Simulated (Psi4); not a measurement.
**One shape, several levels: triplet AlH3**

We compute a comparison of 3 runs (U-wB97X/def2-TZVPPD, UBHLYP/def2-TZVPPD, UM06-2X/def2-TZVPPD) of triplet AlH3. 

The calculation is run with Psi4 1.11.

1 further run of the same task is left out (set aside as unsound or not needed).

**1. The structure to begin with**

The species is AlH3 (4 atoms), meant as a triplet with charge 0. As SMILES of the parent species, `[AlH3]`. Geometry: relaxed at PBE0-D4/def2-TZVP. That shape belongs to the parent species and isn't relaxed for this state.

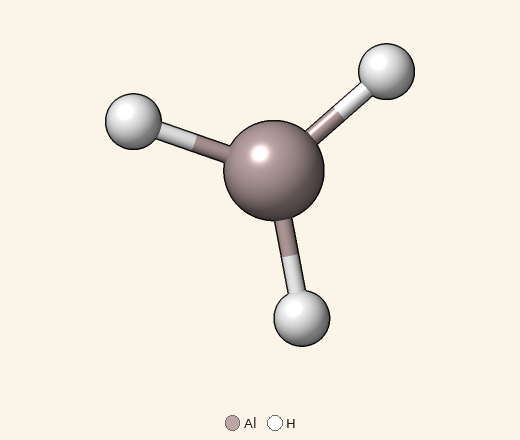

Viewed from a chosen angle; aluminium light grey, hydrogen white.

**2. A single-point energy at U-wB97X/def2-TZVPPD (run 1)**

Input file job.py:

```python
import psi4

psi4.set_memory('2200 MB')
psi4.set_num_threads(1)
psi4.core.set_output_file('output.dat', False)

m = psi4.geometry("""
0 3
Al     0.013700    -0.014800    -0.005100
H      0.633200     0.670900     1.283600
H     -1.340800    -0.832000     0.105100
H      0.749400     0.115700    -1.403900
units angstrom
symmetry c1
no_reorient
no_com
""")

options = {'basis': 'def2-TZVPPD', 'reference': 'uks', 'puream': True, 'e_convergence': 1e-09, 'd_convergence': 1e-08, 'scf_type': 'pk', 'dft_radial_points': 99, 'dft_spherical_points': 590, 'maxiter': 100}
psi4.set_options(options)

energy_value, wavefunction = psi4.energy('wb97x', return_wfn=True)
psi4.oeprop(wavefunction, 'WIBERG_LOWDIN_INDICES', 'DIPOLE', 'LOWDIN_CHARGES', title='WB97X')
print(f'total energy {energy_value:.8f} hartree = {energy_value * 27.211386:.5f} eV')
```

The run is started by

```
python job.py
```

output.dat:

```text
[...]
  Running in c1 symmetry.
[...]
  Nuclear repulsion =   13.592190814956911
[...]
  Multiplicity = 3
[...]
  Nalpha       = 9
  Nbeta        = 7
[...]
    Number of basis functions: 99
[...]
   @UKS iter   1:  -243.97774994109409   -3.77715e-01   2.14144e-03 DIIS/ADIIS
[...]
   @UKS iter  19:  -243.99820988212886   -1.56319e-12   3.52023e-09 DIIS
[...]
   @S^2 Observed:                2.006607222E+00
[...]
    Orbital Energies [Eh]
    ---------------------
    Alpha Occupied:
       1A    -56.042519     2A     -4.244194     3A     -2.797832
       4A     -2.794507     5A     -2.790229     6A     -0.624955
       7A     -0.494119     8A     -0.432608     9A     -0.220655
    Alpha Virtual:
      10A      0.046167    11A      0.059739    12A      0.080541
      13A      0.093388    14A      0.106143    15A      0.112399
      16A      0.129072    17A      0.149886    18A      0.165313
      19A      0.198050    20A      0.205973    21A      0.216239
      22A      0.240518    23A      0.258226    24A      0.266556
      25A      0.289958    26A      0.323398    27A      0.331837
[...]
  @UKS Final Energy:  -243.99820988212886
   => Energetics <=
    Nuclear Repulsion Energy =             13.5921908149569113
    One-Electron Energy =                -365.3686156110346701
    Two-Electron Energy =                 122.2941395664066135
    DFT Exchange-Correlation Energy =     -14.5159246524576879
    Empirical Dispersion Energy =           0.0000000000000000
    VV10 Nonlocal Energy =                  0.0000000000000000
    Total Energy =                       -243.9982098821288616
[...]
 Multipole Moments:
 ------------------------------------------------------------------------------------
     Multipole            Electronic (a.u.)      Nuclear  (a.u.)        Total (a.u.)
 ------------------------------------------------------------------------------------
 L = 1.  Multiply by 2.5417464519 to convert [e a0] to [Debye]
 Dipole X            :         -0.1379316            0.4155508            0.2776192
 Dipole Y            :          0.4973609           -0.4493769            0.0479841
 Dipole Z            :         -0.3746984           -0.1540127           -0.5287111
 Magnitude           :                                                    0.5990912
[...]
```

The script printed:

```text
total energy -243.99820988 hartree = -6639.52947 eV
```

Run time: 37 s. Hardware: 1 thread of AMD EPYC 7R43 (Zen 3), shared host; peak memory 1.1 GiB.

**3. Energy and forces at UBHLYP/def2-TZVPPD (run 2)**

Input file calc.inp:

```
memory 2200 mb

molecule mol {
  0 3
  Al     0.02588925    -0.02796795    -0.00963760
  H      1.19657458     1.26781726     2.42565245
  H     -2.53374479    -1.57225214     0.19861022
  H      1.41616076     0.21864131    -2.65298651
  units au
  symmetry c1
  no_reorient
  no_com
}

set globals {
  basis                def2-TZVPPD
  reference            uks
  puream               true
  e_convergence        1e-09
  d_convergence        1e-08
  scf_type             pk
  dft_radial_points    99
  dft_spherical_points 590
  maxiter              100
}

result, w = gradient('bhhlyp', return_wfn=True)
print_variables()
```

The run is started by

```
psi4 -i calc.inp -o calc.out -n 1
```

calc.out:

```text
[...]
  Running in c1 symmetry.
[...]
  Nuclear repulsion =   13.592190812029287
[...]
  Multiplicity = 3
[...]
  Nalpha       = 9
  Nbeta        = 7
[...]
    Number of basis functions: 99
[...]
   @UKS iter   1:  -243.98776871130019   -3.00447e-01   2.15496e-03 ADIIS/DIIS
[...]
   @UKS iter  16:  -244.01056972904394   -2.18279e-11   6.47651e-09 DIIS
[...]
   @S^2 Observed:                2.009040848E+00
[...]
  @UKS Final Energy:  -244.01056972904394
   => Energetics <=
    Nuclear Repulsion Energy =             13.5921908120292869
    One-Electron Energy =                -365.3492796393044273
    Two-Electron Energy =                 117.8513942760448145
    DFT Exchange-Correlation Energy =     -10.1048751778135948
    Empirical Dispersion Energy =           0.0000000000000000
    VV10 Nonlocal Energy =                  0.0000000000000000
    Total Energy =                       -244.0105697290439366
[...]
 Multipole Moments:
 ------------------------------------------------------------------------------------
     Multipole            Electronic (a.u.)      Nuclear  (a.u.)        Total (a.u.)
 ------------------------------------------------------------------------------------
 L = 1.  Multiply by 2.5417464519 to convert [e a0] to [Debye]
 Dipole X            :         -0.1324319            0.4155508            0.2831189
 Dipole Y            :          0.4987465           -0.4493769            0.0493696
 Dipole Z            :         -0.3831852           -0.1540126           -0.5371979
 Magnitude           :                                                    0.6092415
[...]
  -Total Gradient:
     Atom            X                  Y                   Z
    ------   -----------------  -----------------  -----------------
       1        0.024988919249     0.004366373843    -0.047438301594
       2       -0.010944277562    -0.004926976810     0.007932687631
       3       -0.000650450363     0.002909317926     0.014074416684
       4       -0.013394049019    -0.002348621750     0.025431219225
[...]
```

Run time: 30 s. Hardware: 1 thread of AMD EPYC 7R43 (Zen 3), shared host; peak memory 0.98 GiB.

**4. Energy and forces at UM06-2X/def2-TZVPPD (run 3)**

Input file alh3.json:

```json
{
 "schema_name": "qcschema_input",
 "schema_version": 1,
 "molecule": {
  "schema_name": "qcschema_molecule",
  "schema_version": 2,
  "symbols": ["Al", "H", "H", "H"],
  "geometry": [0.02588925, -0.02796795, -0.0096376, 1.19657458, 1.26781726, 2.42565245, -2.53374479, -1.57225214, 0.19861022, 1.41616076, 0.21864131, -2.65298651],
  "molecular_charge": 0,
  "molecular_multiplicity": 3,
  "fix_symmetry": "c1"
 },
 "driver": "gradient",
 "model": {
  "method": "m06-2x",
  "basis": "def2-TZVPPD"
 },
 "keywords": {
  "reference": "uks",
  "puream": true,
  "e_convergence": 1e-09,
  "d_convergence": 1e-08,
  "scf_type": "pk",
  "dft_radial_points": 99,
  "dft_spherical_points": 590,
  "maxiter": 100,
  "scf_properties": ["WIBERG_LOWDIN_INDICES", "MAYER_INDICES", "QUADRUPOLE"]
 }
}
```

The run is started by

```
psi4 --qcschema alh3.json -n 1 --memory 2200MB
```

stdout:

```text
[...]
  Running in c1 symmetry.
[...]
  Nuclear repulsion =   13.592190812029287
[...]
  Multiplicity = 3
[...]
  Nalpha       = 9
  Nbeta        = 7
[...]
    Number of basis functions: 99
[...]
   @UKS iter   1:  -243.96131775538018   -2.82615e-01   2.24427e-03 DIIS/ADIIS
[...]
   @UKS iter  22:  -243.98447056429424   -8.14566e-11   2.53663e-09 DIIS
[...]
   @S^2 Observed:                2.007046073E+00
[...]
  @UKS Final Energy:  -243.98447056429424
   => Energetics <=
    Nuclear Repulsion Energy =             13.5921908120292869
    One-Electron Energy =                -365.3650606471625224
    Two-Electron Energy =                 117.1024993090488664
    DFT Exchange-Correlation Energy =      -9.3141000382098706
    Empirical Dispersion Energy =           0.0000000000000000
    VV10 Nonlocal Energy =                  0.0000000000000000
    Total Energy =                       -243.9844705642942131
[...]
 Multipole Moments:
 ------------------------------------------------------------------------------------
     Multipole            Electronic (a.u.)      Nuclear  (a.u.)        Total (a.u.)
 ------------------------------------------------------------------------------------
 L = 1.  Multiply by 2.5417464519 to convert [e a0] to [Debye]
 Dipole X            :          0.2604173            0.0006119            0.2610292
 Dipole Y            :          0.0467720           -0.0008742            0.0458978
 Dipole Z            :         -0.4950289            0.0000874           -0.4949415
 Magnitude           :                                                    0.5614356
 L = 2.  Multiply by 1.3450342976 to convert [e a0^2] to [Debye ang]
 Quadrupole XX       :        -22.8004032            9.8550853          -12.9453178
 Quadrupole XY       :         -5.2094906            5.8126131            0.6031225
[...]
  -Total Gradient:
     Atom            X                  Y                   Z
    ------   -----------------  -----------------  -----------------
       1        0.023299269819     0.004091835535    -0.044186255553
       2       -0.010932862320    -0.005165888615     0.006901781050
       3        0.000159575186     0.003277765316     0.013517361740
       4       -0.012507528649    -0.002199511807     0.023735897562
[...]
```

The result, in JSON:

```text
{
 "driver": "gradient",
 "model": {
  "method": "m06-2x",
  "basis": "def2-TZVPPD"
 },
 "success": true,
 "return_result": [0.023299269818665085, 0.004091835534819844, -0.04418625555317855, -0.010932862320380864, -0.005165888614860687, 0.006901781050415237, 0.00015957518566558915, 0.0032777653157893966, 0.013517361739794762, -0.012507528649137612, -0.002199511807360452, 0.02373589756202813],
 "properties": {
  "calcinfo_nbasis": 99,
  "calcinfo_nmo": 99,
  "calcinfo_nalpha": 9,
  "calcinfo_nbeta": 7,
  "calcinfo_natom": 4,
  "nuclear_repulsion_energy": 13.592190812029287,
  "return_energy": -243.98447056429424,
  "return_gradient": [0.023299269818665085, 0.004091835534819844, -0.04418625555317855, -0.010932862320380864, -0.005165888614860687, 0.006901781050415237, 0.00015957518566558915, 0.0032777653157893966, 0.013517361739794762, -0.012507528649137612, -0.002199511807360452, 0.02373589756202813],
  "scf_one_electron_energy": -365.3650606471625,
  "scf_two_electron_energy": 117.10249930904887,
  "scf_xc_energy": -9.31410003820987,
  "scf_dipole_moment": [0.261029197444501, 0.04589783968196039, -0.4949414687595834],
  "scf_total_energy": -243.98447056429424,
  "scf_total_gradient": [0.023299269818665085, 0.004091835534819844, -0.04418625555317855, -0.010932862320380864, -0.005165888614860687, 0.006901781050415237, 0.00015957518566558915, 0.0032777653157893966, 0.013517361739794762, -0.012507528649137612, -0.002199511807360452, 0.02373589756202813],
  "scf_iterations": 22
 }
}
```

Run time: 89 s. Hardware: 1 thread of AMD EPYC 7R43 (Zen 3), shared host; peak memory 1.1 GiB.

**5. All runs side by side**

```
run                level      task  energy (Eh)  dipole moment (D)  HOMO energy (eV)   ⟨S²⟩  wall time
  1  U-wB97X/def2-TZVPPD    energy  -243.998210               1.52             -6.00  2.007       37 s
  2   UBHLYP/def2-TZVPPD  gradient  -244.010570               1.55             -4.69  2.009       30 s
  3  UM06-2X/def2-TZVPPD  gradient  -243.984471               1.43             -4.74  2.007       89 s
```

**6. Summary of results**

```
                                 quantity          value
                      run 3: total energy  -243.98447 Eh
                     run 3: dipole moment         1.43 D
run 3: HOMO energy (highest over α and β)       -4.74 eV
                              run 3: ⟨S²⟩          2.007
          run 3: largest force on an atom     2.577 eV/Å
```

In words: The dipole moment (its size) runs from 1.43 D (UM06-2X/def2-TZVPPD) to 1.55 D (UBHLYP/def2-TZVPPD). Totals of different functionals can't be ranked against each other. All runs together took 2.6 min, the longest 89 s.
